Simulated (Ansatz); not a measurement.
Geometry relaxation, with input and output: C16H7N2 (part 5 of 5)

Continued. System: C16H7N2 (slab, 25 atoms in the cell). Method: DFT LDA, scalar-relativistic, plane waves, PAW, PAW set soft_1, spin-polarised (Ansatz 0.2.0); cutoff 420 eV, 3×3×1 k-mesh, Gaussian smearing of 0.05 eV, collinear spins. The input holds or restrains some coordinates. Forces given for the steps count only the free coordinates. It belongs to a series of runs on one base structure; here: end point A relaxed.

## Trajectory as extended XYZ, continued
```
25
Lattice="5.0487 0.0000 0.0000 2.5244 4.3723 0.0000 0.0000 0.0000 17.7764" Properties=species:S:1:pos:R:3:forces:R:3 step=36 energy=-4743.77105
H     1.2622    0.7287    1.0000   -0.0084  -0.0042  -0.2841
H     3.7866    0.7287    1.0000    0.0083  -0.0038  -0.2833
H     2.5244    2.9149    1.0000    0.0007   0.0105  -0.2843
H     5.0487    2.9149    1.0000    0.0001   0.0005  -0.3235
C     1.2622    0.7287    2.1000    0.0095   0.0049   1.6340
C     3.7866    0.7287    2.1000   -0.0096   0.0064   1.6274
C     2.5244    2.9149    2.1000    0.0012  -0.0107   1.6289
C     5.0487    2.9149    2.1000   -0.0012   0.0006   1.6295
C     0.0000    1.4574    2.6153   -0.0004   0.1190  -1.4076
C     2.5244    1.4574    2.6153    0.0040   0.0093  -1.0926
C     1.2622    3.6436    2.6153   -0.0911  -0.0482  -1.4224
C     3.7866    3.6436    2.6153    0.1019  -0.0511  -1.3985
C     0.0000    1.4551    4.1681    0.0028  -0.0052  -0.0047
C     2.5249    1.4584    4.1524   -0.0001  -0.0026  -0.0046
C     1.2656    3.6464    4.1668    0.0062   0.0010   0.0010
C     3.7843    3.6460    4.1689    0.0010   0.0015  -0.0009
C     0.0002    0.0012    4.5230    0.0066  -0.0041  -0.0291
C     2.5259    0.0068    4.6406   -0.0110   0.0078   0.0128
C     1.2676    2.1847    4.6393   -0.0021  -0.0064  -0.0004
C     3.7817    2.1840    4.6417   -0.0024  -0.0032   0.0050
H     2.5347    0.0122    5.7500   -0.0055  -0.0012   0.0020
H     1.2709    2.1858    5.7490    0.0016  -0.0067   0.0158
H     3.7799    2.1755    5.7513   -0.0023   0.0020  -0.0058
N    -0.0504    0.2386    7.2590   -0.1598   0.0819  -0.0848
N     0.7646   -0.2387    7.8168    0.1500  -0.0981   0.0701
25
Lattice="5.0487 0.0000 0.0000 2.5244 4.3723 0.0000 0.0000 0.0000 17.7764" Properties=species:S:1:pos:R:3:forces:R:3 step=38 energy=-4743.77441
H     1.2622    0.7287    1.0000   -0.0090  -0.0047  -0.2839
H     3.7866    0.7287    1.0000    0.0082  -0.0042  -0.2830
H     2.5244    2.9149    1.0000    0.0001   0.0106  -0.2842
H     5.0487    2.9149    1.0000   -0.0005   0.0005  -0.3239
C     1.2622    0.7287    2.1000    0.0103   0.0054   1.6332
C     3.7866    0.7287    2.1000   -0.0107   0.0066   1.6276
C     2.5244    2.9149    2.1000    0.0009  -0.0117   1.6295
C     5.0487    2.9149    2.1000   -0.0012   0.0006   1.6271
C     0.0000    1.4574    2.6153   -0.0029   0.1218  -1.4114
C     2.5244    1.4574    2.6153   -0.0012   0.0065  -1.0921
C     1.2622    3.6436    2.6153   -0.1019  -0.0540  -1.4221
C     3.7866    3.6436    2.6153    0.1003  -0.0567  -1.4041
C    -0.0005    1.4549    4.1679    0.0034  -0.0047  -0.0073
C     2.5243    1.4580    4.1524    0.0001  -0.0037  -0.0048
C     1.2647    3.6460    4.1670    0.0072   0.0017   0.0023
C     3.7838    3.6457    4.1688    0.0012   0.0047  -0.0005
C    -0.0005    0.0008    4.5213   -0.0029  -0.0001  -0.0118
C     2.5249    0.0066    4.6413   -0.0077   0.0078   0.0109
C     1.2671    2.1841    4.6397   -0.0012  -0.0023  -0.0001
C     3.7811    2.1836    4.6416    0.0016  -0.0107  -0.0002
H     2.5328    0.0122    5.7506   -0.0007  -0.0023  -0.0034
H     1.2705    2.1842    5.7497   -0.0002  -0.0034   0.0073
H     3.7793    2.1749    5.7510    0.0018  -0.0010  -0.0007
N    -0.1287    0.0791    7.2098    0.0835  -0.0434   0.0505
N     0.7366   -0.3521    7.7340   -0.0788   0.0369  -0.0550
25
Lattice="5.0487 0.0000 0.0000 2.5244 4.3723 0.0000 0.0000 0.0000 17.7764" Properties=species:S:1:pos:R:3:forces:R:3 step=40 energy=-4743.77476
H     1.2622    0.7287    1.0000   -0.0087  -0.0054  -0.2841
H     3.7866    0.7287    1.0000    0.0084  -0.0047  -0.2830
H     2.5244    2.9149    1.0000    0.0002   0.0102  -0.2841
H     5.0487    2.9149    1.0000   -0.0004   0.0002  -0.3242
C     1.2622    0.7287    2.1000    0.0105   0.0053   1.6309
C     3.7866    0.7287    2.1000   -0.0108   0.0063   1.6271
C     2.5244    2.9149    2.1000    0.0008  -0.0119   1.6306
C     5.0487    2.9149    2.1000   -0.0010   0.0004   1.6261
C     0.0000    1.4574    2.6153    0.0014   0.1180  -1.4184
C     2.5244    1.4574    2.6153   -0.0011   0.0000  -1.0935
C     1.2622    3.6436    2.6153   -0.1029  -0.0594  -1.4210
C     3.7866    3.6436    2.6153    0.1040  -0.0612  -1.4057
C    -0.0001    1.4541    4.1674   -0.0014   0.0004  -0.0040
C     2.5245    1.4573    4.1523    0.0009   0.0001   0.0001
C     1.2649    3.6454    4.1671    0.0020   0.0007   0.0015
C     3.7841    3.6450    4.1688   -0.0004   0.0018   0.0022
C    -0.0004    0.0002    4.5206    0.0015  -0.0023  -0.0005
C     2.5250    0.0062    4.6415   -0.0005   0.0013  -0.0003
C     1.2672    2.1833    4.6399    0.0010   0.0004   0.0002
C     3.7815    2.1825    4.6413   -0.0016  -0.0014   0.0024
H     2.5331    0.0113    5.7508    0.0004   0.0004  -0.0009
H     1.2702    2.1824    5.7501   -0.0010  -0.0006   0.0003
H     3.7807    2.1730    5.7506    0.0006  -0.0003  -0.0007
N    -0.1035    0.0410    7.2070    0.0073  -0.0028   0.0080
N     0.7600   -0.4149    7.7116   -0.0091   0.0042  -0.0087
```

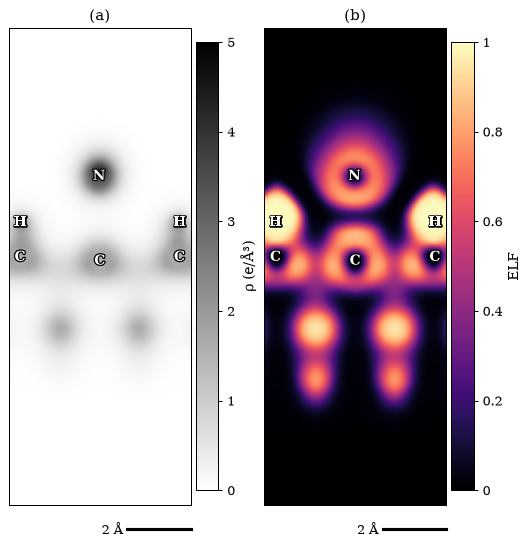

Figure 1. (a) valence charge density (pseudo); (b) ELF on the (100) plane of the calculation cell, a cut from vacuum to vacuum. Atoms in the plane: C, H and N. The density dies away to nearly zero in the vacuum. The fields are those of the smooth PAW valence density.

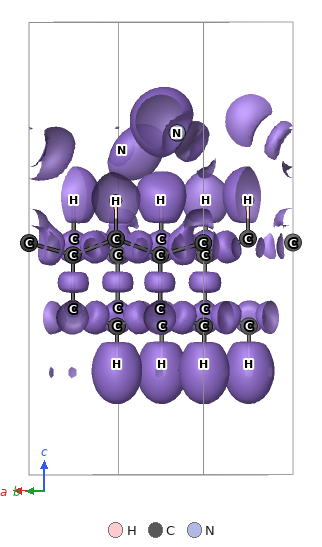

Figure 2. Isosurface of the electron localisation function at 0.75 (purple), seen at an oblique angle. Only the valence region is drawn (cores and ρ < 0.01 e/Å³ removed). Sticks mark near contacts. Profiles from the grid: N–N (1.10 Å): the ELF peaks at about 0.85 between the atoms (inside overlapping PAW spheres, so only a guide); a multiple bond by its length, whose ELF region spreads away from the axis.

## Results in brief

| quantity | value |
| --- | --- |
| outcome | converged under the restraints of the input |
| electrons treated | 81 |
| free energy | −4743.7748 eV |
| Fermi energy | 1.133 eV |
| gap on the k-point mesh | 0.65 eV |
| net moment of the cell | 1.00 μB |
| integrated absolute moment | 1.08 μB |
| final volume | 392.41 Å³ |
| largest force (length of the vector) at the end, held atoms and coordinates included | 1.631 eV/Å |
| wall time | 7.8 min (CPU time 15 min) |
| peak memory | 0.7 GiB |

## Notes

Warnings of the run: the PAW datasets were made with another functional; the exchange-correlation potential is rough where the density is thin.
